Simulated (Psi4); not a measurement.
# U-r2SCAN/aug-cc-pVDZ run of CH4FSi (SMILES C[SiH]F)

What is the vertical electron affinity of CH4FSi at U-r2SCAN/aug-cc-pVDZ? 

The results are computed with Psi4 1.11.

4 further runs of the same task are left out: 4 set aside as unsound or not needed. Runs told in other sessions of the task aren't counted.

## (1) The molecule

The species is CH4FSi (7 atoms), meant as a doublet with charge 0. As SMILES, `C[SiH]F`. The coordinates come from a PBE0-D4/def2-TZVP relaxation.

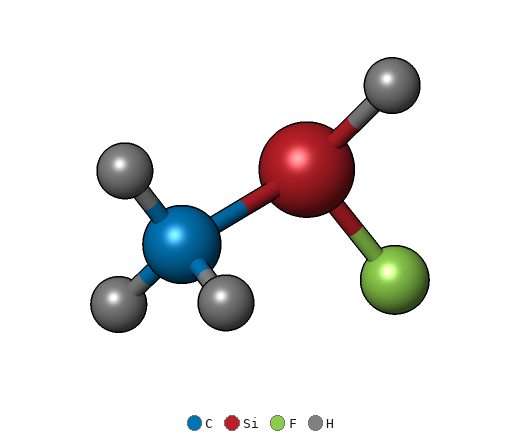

The structure, seen from a chosen angle (carbon blue, silicon red, fluorine green, hydrogen grey).

## (2) Energy and gradient at U-r2SCAN/aug-cc-pVDZ

ch4fsi.xyz

```xyz
7
CH4FSi
C     -0.653500     0.389500    -0.298000
Si     0.917400    -0.594100    -0.104100
F      0.640700    -1.812800     0.909600
H     -1.444900    -0.207800    -0.754100
H     -0.470200     1.260900    -0.931700
H     -1.000700     0.738300     0.679600
H      2.011300     0.226000     0.498700
```

calc.py

```python
import psi4

psi4.set_memory(2200000000)
psi4.set_num_threads(1)
psi4.core.set_output_file('ch4fsi.out', False)

with open('ch4fsi.xyz') as f:
    atoms = ''.join(f.readlines()[2:])
geom = psi4.geometry('0 2\n' + atoms + 'symmetry c1')

psi4.set_options({
    'reference': 'uks',
    'puream': True,
    'e_convergence': 1e-09,
    'd_convergence': 1e-08,
    'scf_type': 'pk',
    'dft_radial_points': 99,
    'dft_spherical_points': 590,
    'maxiter': 100,
})

E, wfn = psi4.gradient("r2scan/aug-cc-pVDZ", return_wfn=True)
psi4.oeprop(wfn, "MAYER_INDICES", "WIBERG_LOWDIN_INDICES", "LOWDIN_CHARGES", title="R2SCAN")
print('gradient / Eh bohr^-1')
print(E.np.round(6))
print(f'energy = {wfn.energy():.10f} Eh')
```

Started as:

```sh
$ python calc.py
```

ch4fsi.out:

```text
[...]
  Running in c1 symmetry.
[...]
  Nuclear repulsion =  106.882451970993884
[...]
  Multiplicity = 2
[...]
  Nalpha       = 17
  Nbeta        = 16
[...]
    Number of basis functions: 109
[...]
   @UKS iter   1:  -429.41110140862116   -2.06698e-01   7.89951e-03 ADIIS/DIIS
[...]
   @UKS iter  13:  -429.77785907713604   -2.84217e-12   5.50787e-09 DIIS
[...]
   @S^2 Observed:                7.525289122E-01
[...]
    Orbital Energies [Eh]
    ---------------------
    Alpha Occupied:
       1A    -65.890425     2A    -24.503377     3A    -10.047699
       4A     -5.250745     5A     -3.595951     6A     -3.594233
       7A     -3.590520     8A     -1.149894     9A     -0.686170
      10A     -0.504958    11A     -0.418982    12A     -0.407852
      13A     -0.396486    14A     -0.384453    15A     -0.376545
      16A     -0.306557    17A     -0.194233
    Alpha Virtual:
      18A     -0.009190    19A      0.001631    20A      0.029291
      21A      0.041289    22A      0.045372    23A      0.049582
      24A      0.074808    25A      0.081567    26A      0.086974
[...]
  @UKS Final Energy:  -429.77785907713604
   => Energetics <=
    Nuclear Repulsion Energy =            106.8824519709938841
    One-Electron Energy =                -806.4530953041175962
    Two-Electron Energy =                 308.0246321970741974
    DFT Exchange-Correlation Energy =     -38.2318479410865493
    Empirical Dispersion Energy =           0.0000000000000000
    VV10 Nonlocal Energy =                  0.0000000000000000
    Total Energy =                       -429.7778590771360427
  UHF NO Occupations:
  HONO-2 :   15  A 1.9997813
  HONO-1 :   16  A 1.9991127
[...]
 Multipole Moments:
 ------------------------------------------------------------------------------------
     Multipole            Electronic (a.u.)      Nuclear  (a.u.)        Total (a.u.)
 ------------------------------------------------------------------------------------
 L = 1.  Multiply by 2.5417464519 to convert [e a0] to [Debye]
 Dipole X            :          2.4763531           -2.7379416           -0.2615885
 Dipole Y            :         -5.0132484            5.5794419            0.5661935
 Dipole Z            :          1.5059303           -1.7976210           -0.2916907
 Magnitude           :                                                    0.6885398
[...]
  -Total Gradient:
     Atom            X                  Y                   Z
    ------   -----------------  -----------------  -----------------
       1       -0.000045671480    -0.000016959927     0.000714866972
       2       -0.007136274688    -0.018520713762     0.020137386853
       3        0.005432690932     0.023538348885    -0.019395266884
       4        0.003593486601     0.002268601555     0.001874175642
       5       -0.000290328699    -0.003583509957     0.002425488576
       6        0.001518122669    -0.001484440800    -0.004107143189
       7       -0.003091229971    -0.002049726710    -0.001510819527
[...]
```

On the terminal:

```text
gradient / Eh bohr^-1
[[-4.6000e-05 -1.7000e-05  7.1500e-04]
 [-7.1360e-03 -1.8521e-02  2.0137e-02]
 [ 5.4330e-03  2.3538e-02 -1.9395e-02]
 [ 3.5930e-03  2.2690e-03  1.8740e-03]
 [-2.9000e-04 -3.5840e-03  2.4250e-03]
 [ 1.5180e-03 -1.4840e-03 -4.1070e-03]
 [-3.0910e-03 -2.0500e-03 -1.5110e-03]]
energy = -429.7778590771 Eh
```

Run time: 65 s. Hardware: 1 thread of Intel Xeon 6975P-C (Granite Rapids), shared host; peak memory 1.1 GiB.

## (3) The singlet anion: a single-point energy at r2SCAN/aug-cc-pVDZ

calc.dat

```
memory 2.2 GB

molecule mol {
  -1 1
  C     -1.23493602     0.73604833    -0.56313839
  Si     1.73363475    -1.12268629    -0.19672049
  F      1.21074753    -3.42569552     1.71889488
  H     -2.73046528    -0.39268509    -1.42504247
  H     -0.88854922     2.38275567    -1.76065783
  H     -1.89104893     1.39518480     1.28425787
  H      3.80080615     0.42707810     0.94240642
  units au
  symmetry c1
  no_reorient
  no_com
}

set {
  basis aug-cc-pVDZ
  puream true
  e_convergence 1e-09
  d_convergence 1e-08
  scf_type pk
  dft_radial_points 99
  dft_spherical_points 590
}

energy_value, wavefunction = energy("r2scan", return_wfn=True)
print_variables()
```

Started as:

```sh
$ psi4 -n 1 calc.dat calc.out
```

calc.out:

```text
[...]
  Running in c1 symmetry.
[...]
  Nuclear repulsion =  106.882452003914793
[...]
  Multiplicity = 1
[...]
  Nalpha       = 17
  Nbeta        = 17
[...]
    Number of basis functions: 109
[...]
   @RKS iter   1:  -429.30330762313554   -9.89038e-02   8.62890e-03 ADIIS/DIIS
[...]
   @RKS iter  14:  -429.79442838849178   -1.81899e-12   2.53546e-09 DIIS
[...]
    Orbital Energies [Eh]
    ---------------------
    Doubly Occupied:
       1A    -65.645575     2A    -24.299456     3A     -9.861144
       4A     -5.007673     5A     -3.352833     6A     -3.348779
       7A     -3.346634     8A     -0.948263     9A     -0.498878
      10A     -0.296489    11A     -0.223228    12A     -0.214837
      13A     -0.197612    14A     -0.194244    15A     -0.180370
      16A     -0.104000    17A      0.063739
[...]
  @RKS Final Energy:  -429.79442838849178
   => Energetics <=
    Nuclear Repulsion Energy =            106.8824520039147927
    One-Electron Energy =                -813.3775390460016297
    Two-Electron Energy =                 315.1150540687018520
    DFT Exchange-Correlation Energy =     -38.4143954151067391
    Empirical Dispersion Energy =           0.0000000000000000
    VV10 Nonlocal Energy =                  0.0000000000000000
    Total Energy =                       -429.7944283884917809
[...]
 Multipole Moments:
 ------------------------------------------------------------------------------------
     Multipole            Electronic (a.u.)      Nuclear  (a.u.)        Total (a.u.)
 ------------------------------------------------------------------------------------
 L = 1.  Multiply by 2.5417464519 to convert [e a0] to [Debye]
 Dipole X            :        -27.9521181           26.0487409           -1.9033772
 Dipole Y            :         40.0833482          -38.3202443            1.7631039
 Dipole Z            :         -7.3489225            8.3781007            1.0291782
 Magnitude           :                                                    2.7911625
[...]
```

Run time: 39 s. Hardware: 1 thread of Intel Xeon 6975P-C (Granite Rapids), shared host; peak memory 1.1 GiB.

## (4) What came out

Level: U-r2SCAN/aug-cc-pVDZ.

| quantity | value |
| --- | --- |
| doublet CH4FSi: total energy | -429.77786 Eh |
| doublet CH4FSi: dipole moment | 1.75 D |
| doublet CH4FSi: HOMO energy (highest over α and β) | -5.29 eV |
| doublet CH4FSi: LUMO energy (lowest over α and β) | -2.67 eV |
| doublet CH4FSi: ⟨S²⟩ | 0.753 |
| doublet CH4FSi: largest force on an atom | 1.593 eV/Å |
| singlet anion: total energy | -429.79443 Eh |
| singlet anion: HOMO energy | 1.73 eV |
| singlet anion: LUMO energy | 2.94 eV |
| singlet anion: HOMO–LUMO gap (to an unbound level, set by the basis) | 1.21 eV |
| vertical electron affinity (to the singlet anion) | 0.451 eV |

In words: At fixed nuclei the extra electron is bound by 0.45 eV (10.4 kcal/mol). The largest force (doublet CH4FSi) is 1.59 eV/Å: the shape isn't a stationary point for this species at this level. With no_com the log's rotational constants are taken about the origin, not the centre of mass, so they aren't the molecule's. The HOMO (singlet anion) lies at positive energy, 1.73 eV, from the functional's self-interaction, a short basis or an electron that isn't bound; only total energies against the neutral tell.
